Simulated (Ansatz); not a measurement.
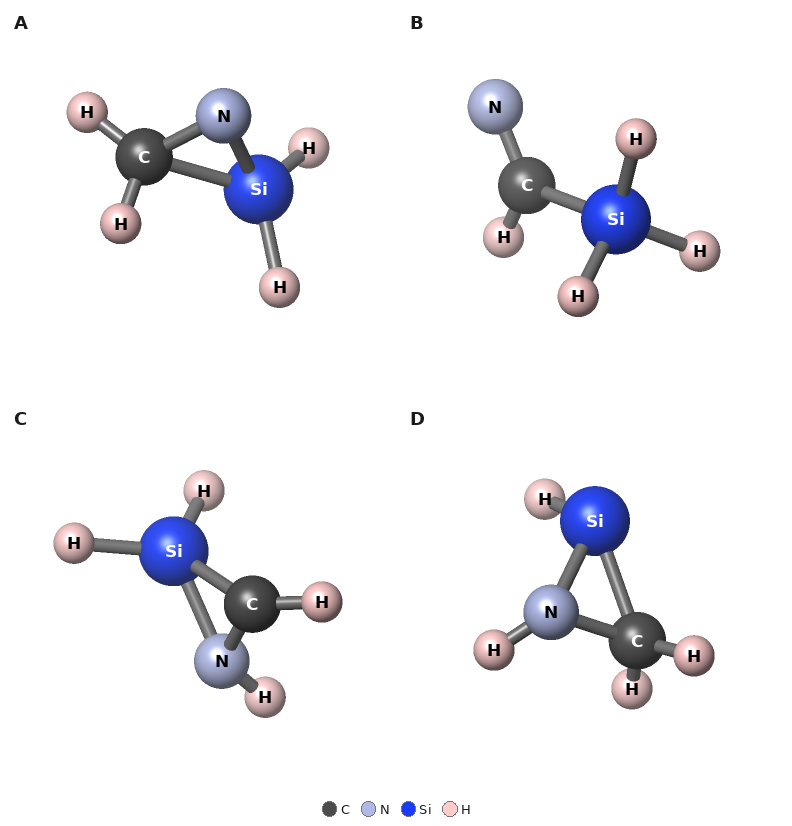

4 stationary structures of one formula. State: neutral, doublet. Geometries: PBE0-D4/def2-TZVP. Electronic energies: UHF-CCSD(T) (frozen core)/def2-TZVPP (Ansatz 0.2.0), without zero-point energy. No frequency run is at hand to confirm each as a minimum. Each is one conformer, not always the lowest.

Which structure is the most stable?

Answer. B is lowest (Cs); D lies 32.6 kJ/mol above it (C1), C lies 64.4 kJ/mol above it (C1), A lies 88.7 kJ/mol above it (C1).

The determinant isn't a pure spin state (⟨S²⟩ up to 0.92).
